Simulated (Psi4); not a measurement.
## Run report: CuNH3Cl, geometry relaxation (part 2 of 4)

Continued. System: CuNH3Cl, SMILES [NH3+][Cu-][Cl]. Method: PBE0/def2-TZVP, RKS, dispersion D4 (Psi4 1.11). The starting geometry was optimised with PBE/def2-SVP.

Geometry of the input (Å):
```
N  -0.7731  -0.0759  0.2522
Cu 1.0712  0.0509  -0.3049
Cl 3.0642  0.1967  -0.9251
H  -1.1397  -1.0369  0.1748
H  -1.3938  0.5190  -0.3181
H  -0.9137  0.2118  1.2329
```

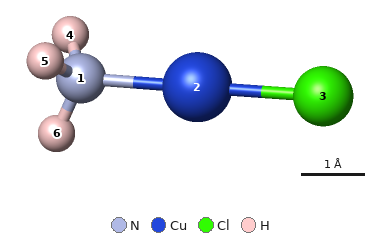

Figure 1. The structure as given in the input (ball-and-stick view, seen at a tilt; atoms are numbered from 1 in the order of the input). Sticks mark near contacts.

The program's output, continued
```
	 Z (Atomic Numbers)          Masses                          Geom
	       7.000000            14.003074         -4.09621666 -0.28653556  1.24789657
	      29.000000            62.929598         -0.61089272 -0.04709403  0.19512447
	      17.000000            34.968853          3.15525397  0.22854520 -0.97689123
	       1.000000             1.007825         -4.78886742 -2.10271543  1.10162610
	       1.000000             1.007825         -5.26919612  0.83764551  0.17020843
	       1.000000             1.007825         -4.36185357  0.25698180  3.10121901

	 - Coordinate -           - BOHR/RAD -       - ANG/DEG -
	 R(1,2)           =         3.648718           1.930819
	 R(1,4)           =         1.949274           1.031511
	 R(1,5)           =         1.949635           1.031702
	 R(1,6)           =         1.949558           1.031662
	 R(2,3)           =         3.953917           2.092323
	 L(1,2,3)         =         3.132305         179.467850
	 l(1,2,3)         =         3.141593         180.000000
	 B(2,1,4)         =         1.959422         112.266621
	 B(2,1,5)         =         1.957750         112.170808
	 B(2,1,6)         =         1.967248         112.714986
	 B(4,1,5)         =         1.856650         106.378207
	 B(4,1,6)         =         1.857375         106.419761
	 B(5,1,6)         =         1.857454         106.424291

	        --- Internal Coordinate Step in ANG or DEG, aJ/ANG or AJ/DEG ---
	-------------------------------------------------------------------------------
	           Coordinate      Previous         Force          Change          New
	           ----------      --------        ------          ------        ------
	               R(1,2)       1.93082        0.00612        0.00217       1.93299
	               R(1,4)       1.03151       -0.10312       -0.01552       1.01599
	               R(1,5)       1.03170       -0.10440       -0.01573       1.01598
	               R(1,6)       1.03166       -0.10471       -0.01577       1.01589
	               R(2,3)       2.09232       -0.02326       -0.00575       2.08657
	             L(1,2,3)     179.46785        0.00003        0.09768     179.56553
	             l(1,2,3)     180.00000       -0.00000       -0.01263     179.98737
	             B(2,1,4)     112.26662       -0.00004       -0.21046     112.05616
	             B(2,1,5)     112.17081       -0.00005       -0.22576     111.94505
	             B(2,1,6)     112.71499       -0.00007       -0.33192     112.38306
	             B(4,1,5)     106.37821        0.00007        0.30923     106.68744
	             B(4,1,6)     106.41976        0.00006        0.27013     106.68990
	             B(5,1,6)     106.42429        0.00006        0.26378     106.68807
	-------------------------------------------------------------------------------

	                                 ==> Convergence Check <==

	Measures of convergence in internal coordinates in au.

	Criteria marked as inactive (o), active & met (*), and active & unmet ( ).

	----------------------------------------------------------------------------------------------~
	   Step    Total Energy     Delta E     Max Force     RMS Force      Max Disp      RMS Disp   ~
	----------------------------------------------------------------------------------------------~
	  Convergence Criteria              o    2.00e-04 *             o             o             o~
	----------------------------------------------------------------------------------------------~
	     1   -2156.95399060   -2.16e+03 o    1.27e-02      6.15e-03 o    2.98e-02 o    1.49e-02 o  ~
	----------------------------------------------------------------------------------------------

Next Geometry in Ang
	Fragment 1 (Ang)

	    N  -2.1724152872  -0.1520990170   0.6612053287
	   Cu  -0.3262256800  -0.0243720423   0.1029005083
	   Cl   1.6620091618   0.1200586639  -0.5134032391
	    H  -2.5295185258  -1.1001523943   0.5843633977
	    H  -2.7808412840   0.4353496032   0.0982408580
	    H  -2.3049064092   0.1321496599   1.6274786948

    Structure for next step:
    Molecular point group: c1
    Full point group: C1

    Geometry (in Angstrom), charge = 0, multiplicity = 1:

    N           -2.168012022119    -0.152080883093     0.660253125663
    CU          -0.321822415001    -0.024353908397     0.101948305289
    CL           1.666412426849     0.120076797741    -0.514355442138
    H           -2.525115260772    -1.100134260448     0.583411194683
    H           -2.776438019008     0.435367737084     0.097288655010
    H           -2.300503144115     0.132167793785     1.626526491763

gradient() will perform analytic gradient computation.

  ==> Geometry <==

    Molecular point group: c1
    Full point group: C1

    Geometry (in Angstrom), charge = 0, multiplicity = 1:

       Center              X                  Y                   Z               Mass
    ------------   -----------------  -----------------  -----------------  -----------------
         N           -2.168012022119    -0.152080883093     0.660253125663    14.003074004430
         CU          -0.321822415001    -0.024353908397     0.101948305289    62.929597720000
         CL           1.666412426849     0.120076797741    -0.514355442138    34.968852682000
         H           -2.525115260772    -1.100134260448     0.583411194683     1.007825032230
         H           -2.776438019008     0.435367737084     0.097288655010     1.007825032230
         H           -2.300503144115     0.132167793785     1.626526491763     1.007825032230

  Running in c1 symmetry.

  Rotational constants: A =      6.29140  B =      0.08068  C =      0.08068 [cm^-1]
  Rotational constants: A = 188611.30197  B =   2418.62778  C =   2418.61026 [MHz]
  Nuclear repulsion =  232.596009862433391

  Charge       = 0
  Multiplicity = 1
  Electrons    = 56
  Nalpha       = 28
  Nbeta        = 28

  ==> Algorithm <==

  SCF Algorithm Type is DF.
  DIIS enabled.
  MOM disabled.
  Fractional occupation disabled.
  Guess Type is READ.
  Energy threshold   = 1.00e-08
  Density threshold  = 1.00e-08
  Integral threshold = 1.00e-12

   => Molecular Quadrature <=

    Radial Scheme          =       TREUTLER
    Pruning Scheme         =           NONE
    Nuclear Scheme         =       TREUTLER

    Blocking Scheme        =         OCTREE
    BS radius alpha        =              1
    Pruning alpha          =              1
    Radial Points          =             75
    Spherical Points       =            302
    Total Points           =         130337
    Total Blocks           =           1048
    Max Points             =            255
    Max Functions          =            128
    Weights Tolerance      =       1.00E-15

   => Loading Basis Set <=

    Name: DEF2-TZVP
    Role: ORBITAL
    Keyword: BASIS

  Reading orbitals from file scr/input.m.6881.180.npy, no projection.

  ==> MemDFJK: Density-Fitted J/K Matrices <==

    J tasked:                   Yes
    K tasked:                   Yes
    wK tasked:                   No
    Memory [MiB]:              2024
    Algorithm:                 Core
    Schwarz Cutoff:           1E-12
    Mask sparsity (%):       5.9204
    Fitting Condition:        1E-10

   => Auxiliary Basis Set <=

  Basis Set: (DEF2-TZVP AUX)
    Blend: DEF2-UNIVERSAL-JKFIT
    Number of shells: 139
    Number of basis functions: 523
    Number of Cartesian functions: 685
    Spherical Harmonics?: true
    Max angular momentum: 6

  Cached 100.0% of DFT collocation blocks in 0.328 [GiB].

  Minimum eigenvalue in the overlap matrix is 3.3633381930E-03.
  Reciprocal condition number of the overlap matrix is 4.9435758160E-04.
    Using symmetric orthogonalization.

  ==> Pre-Iterations <==

  SCF Guess: Orbitals guess was supplied from a previous computation.

   -------------------------------------------------------
    Irrep   Nso     Nmo     Nalpha   Nbeta   Ndocc  Nsocc
   -------------------------------------------------------
     A        131     131      28      28      28       0
   -------------------------------------------------------
    Total     131     131      28      28      28       0
   -------------------------------------------------------

  ==> Iterations <==

                           Total Energy        Delta E     RMS |[F,P]|

   @DF-RKS iter   0: -2156.97663069785131   -2.15698e+03   2.99166e-04
   @DF-RKS iter   1: -2156.95456801298042    2.20627e-02   7.02635e-05 DIIS
   @DF-RKS iter   2: -2156.95455441938475    1.35936e-05   9.67608e-05 DIIS
   @DF-RKS iter   3: -2156.95461987489716   -6.54555e-05   1.19966e-05 DIIS
   @DF-RKS iter   4: -2156.95461937678601    4.98111e-07   1.94038e-05 DIIS
   @DF-RKS iter   5: -2156.95462041937662   -1.04259e-06   1.35380e-06 DIIS
   @DF-RKS iter   6: -2156.95462042883673   -9.46011e-09   2.64463e-07 DIIS
   @DF-RKS iter   7: -2156.95462042927966   -4.42924e-10   1.15078e-07 DIIS
   @DF-RKS iter   8: -2156.95462042935560   -7.59428e-11   2.29548e-08 DIIS
   @DF-RKS iter   9: -2156.95462042935924   -3.63798e-12   5.87719e-09 DIIS
  Energy and wave function converged.

  ==> Post-Iterations <==

   Electrons on quadrature grid:
      Ntotal   =   56.0000060905 ; deviation = 6.091e-06

    Final Occupation by Irrep:
              A
    DOCC [    28 ]
    NA   [    28 ]
    NB   [    28 ]

  @DF-RKS Final Energy: -2156.95462042935924

   => Energetics <=

    Nuclear Repulsion Energy =            232.5960098624333909
    One-Electron Energy =               -3464.6601812708686339
    Two-Electron Energy =                1152.9874219539804017
    DFT Exchange-Correlation Energy =     -77.8750392898943460
    Empirical Dispersion Energy =          -0.0028316850101579
    VV10 Nonlocal Energy =                  0.0000000000000000
    Total Energy =                      -2156.9546204293596929

Computation Completed

Properties will be evaluated at   0.000000,   0.000000,   0.000000 [a0]

Properties computed using the SCF density matrix

 Multipole Moments:

 ------------------------------------------------------------------------------------
     Multipole            Electronic (a.u.)      Nuclear  (a.u.)        Total (a.u.)
 ------------------------------------------------------------------------------------

 L = 1.  Multiply by 2.5417464519 to convert [e a0] to [Debye]
 Dipole X            :          3.7377348           -7.1469052           -3.4091704
 Dipole Y            :          0.2531949           -0.4953401           -0.2421452
 Dipole Z            :         -1.1151783            2.1570403            1.0418619
 Magnitude           :                                                    3.5730314

 ------------------------------------------------------------------------------------

	total time  =          9 seconds =       0.15 minutes

         ------------------------------------------------------------
                                   SCF GRAD
         ------------------------------------------------------------

  ==> Geometry <==

    Molecular point group: c1
    Full point group: C1

    Geometry (in Angstrom), charge = 0, multiplicity = 1:

       Center              X                  Y                   Z               Mass
    ------------   -----------------  -----------------  -----------------  -----------------
         N           -2.168012022119    -0.152080883093     0.660253125663    14.003074004430
         CU          -0.321822415001    -0.024353908397     0.101948305289    62.929597720000
         CL           1.666412426849     0.120076797741    -0.514355442138    34.968852682000
         H           -2.525115260772    -1.100134260448     0.583411194683     1.007825032230
         H           -2.776438019008     0.435367737084     0.097288655010     1.007825032230
         H           -2.300503144115     0.132167793785     1.626526491763     1.007825032230

  Nuclear repulsion =  232.596009862433391

   => Molecular Quadrature <=

    Radial Scheme          =       TREUTLER
    Pruning Scheme         =           NONE
    Nuclear Scheme         =       TREUTLER

    Blocking Scheme        =         OCTREE
    BS radius alpha        =              1
    Pruning alpha          =              1
    Radial Points          =             75
    Spherical Points       =            302
    Total Points           =         130337
    Total Blocks           =           1048
    Max Points             =            255
    Max Functions          =            128
    Weights Tolerance      =       1.00E-15

  -Total Gradient:
     Atom            X                  Y                   Z
    ------   -----------------  -----------------  -----------------
       1        0.003835699755     0.000366895026    -0.001089822215
       2       -0.002095509936    -0.000268569951     0.000748683626
       3        0.001322024519     0.000141068488    -0.000486209215
       4       -0.000991796141     0.000189826043     0.000344968056
       5       -0.000913788426    -0.000246609897     0.000490837264
       6       -0.001172597978    -0.000188227839     0.000005128423

	total time  =          5 seconds =       0.08 minutes

    			-----------------------------------------

    			 OPTKING 3.0: for geometry optimizations

    			        with contributions from

    			-----------------------------------------

	                            ===> Fragment 1 <==

	 Z (Atomic Numbers)          Masses                          Geom
	       7.000000            14.003074         -4.09694896 -0.28739122  1.24769758
	      29.000000            62.929598         -0.60815623 -0.04602222  0.19265438
	      17.000000            34.968853          3.14906310  0.22691226 -0.97199092
	       1.000000             1.007825         -4.77177628 -2.07895245  1.10248738
	       1.000000             1.007825         -5.24670746  0.82272579  0.18384891
	       1.000000             1.007825         -4.34732089  0.24976093  3.07368961

	 - Coordinate -           - BOHR/RAD -       - ANG/DEG -
	 R(1,2)           =         3.652814           1.932986
	 R(1,4)           =         1.919940           1.015988
	 R(1,5)           =         1.919916           1.015976
	 R(1,6)           =         1.919757           1.015891
	 R(2,3)           =         3.943043           2.086569
	 L(1,2,3)         =         3.134007         179.565350
	 l(1,2,3)         =         3.141593         180.000000
	 B(2,1,4)         =         1.955749         112.056158
	 B(2,1,5)         =         1.953810         111.945051
	 B(2,1,6)         =         1.961454         112.383061
	 B(4,1,5)         =         1.862047         106.687439
	 B(4,1,6)         =         1.862090         106.689896
	 B(5,1,6)         =         1.862058         106.688069
```
